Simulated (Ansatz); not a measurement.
Consider C$_{2}$H$_{9}$NOSi (SMILES CO[SiH2]CN).

Input file:

```
crystal:
  periodic: [false, false, false]
  atoms:
    - { symbol: C, position_ang: [-1.0502, 1.6205, 0.52] }
    - { symbol: O, position_ang: [-0.134, 1.1225, 1.3926] }
    - { symbol: Si, position_ang: [0.9899, 0.089, 0.7693] }
    - { symbol: C, position_ang: [0.404, -1.3783, -0.1592] }
    - { symbol: "N", position_ang: [-0.3131, -1.0154, -1.439] }
    - { symbol: H, position_ang: [-1.6624, 2.447, 1.0494] }
    - { symbol: H, position_ang: [-0.6075, 2.1474, -0.3572] }
    - { symbol: H, position_ang: [-1.7704, 0.9131, 0.1808] }
    - { symbol: H, position_ang: [1.8549, -0.3858, 1.9553] }
    - { symbol: H, position_ang: [1.9207, 0.8592, -0.0961] }
    - { symbol: H, position_ang: [1.1265, -2.0979, -0.3468] }
    - { symbol: H, position_ang: [-0.3842, -1.893, 0.4925] }
    - { symbol: H, position_ang: [-0.7489, -1.8174, -1.8786] }
    - { symbol: H, position_ang: [0.3617, -0.6401, -2.0541] }
basis:
  gaussian: { orbitals: def2-SVP }
hamiltonian:
  xc: r2scan
  dispersion: d4
relax:
  f_tol: 0.015
  max_steps: 40
output:
  orbitals: {}
```

Launched as:

```sh
ansatz run input.yaml --threads 2 --pin off --max-ram 3072MiB --backend cpu --events-out ev --progress --plain --runs-dir out
```

The fields are those of the relaxed geometry.

All numbers below come from RKS r2SCAN-D4/def2-SVP in Ansatz.

Question: Predict the electron density and electron localisation function between the atoms.

Answer: C–N (1.46 Å): ρ is about 1.8 e/Å³ halfway; the ELF peaks at about 0.95 between the atoms; localised, covalent bonding.
C–Si (1.89 Å): the density is about 0.97 e/Å³ at the midpoint; the ELF peaks at about 0.95 between the atoms; a covalent bond.
N–H (1.02 Å): ρ at the midpoint is about 2.8 e/Å³; the ELF climbs to about 1 towards the hydrogen, as it does in any bond to H: a covalent bond by its length.

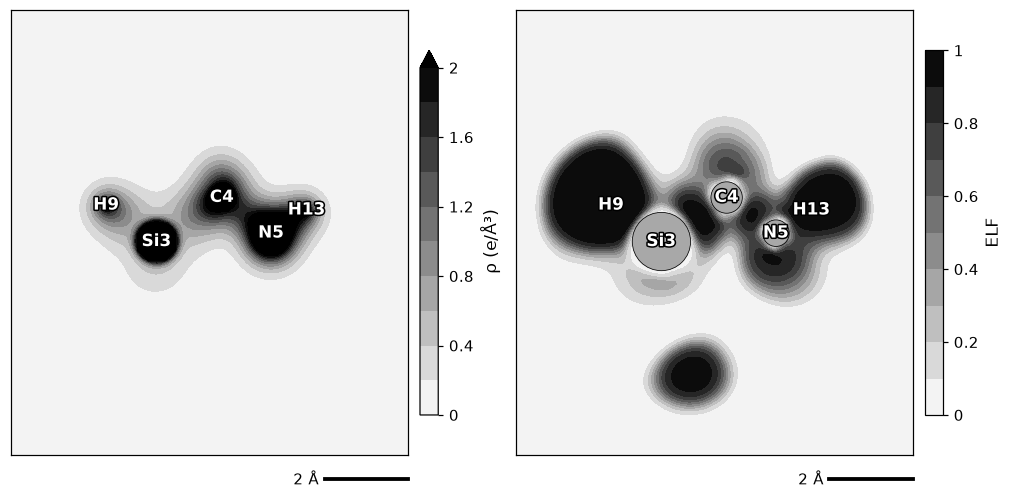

Computed electron density and electron localisation function on the plane of atoms C4, Si3 and H9, in this order. Grey discs cover the atomic cores in the ELF map. 
